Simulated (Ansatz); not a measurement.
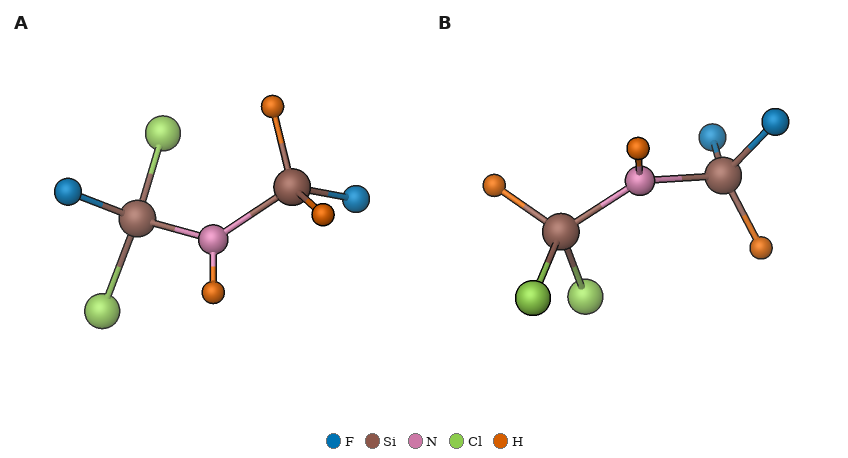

2 stationary structures of one formula. Geometries: PBE0-D4/def2-TZVP. Electronic energies: CCSD(T)/CBS (MP2 limit from def2-TZVPP and def2-QZVPP plus CCSD(T) − MP2) (Ansatz 0.2.0), without zero-point energy. No frequency run is at hand to confirm each as a minimum. Each is one conformer, not always the lowest.

### Which is lowest in energy, and by how much?

B is lowest; A lies 2.5 kcal/mol above it. A is `F[SiH2]N[Si](F)(Cl)Cl`, B is `F[SiH](F)N[SiH](Cl)Cl`.
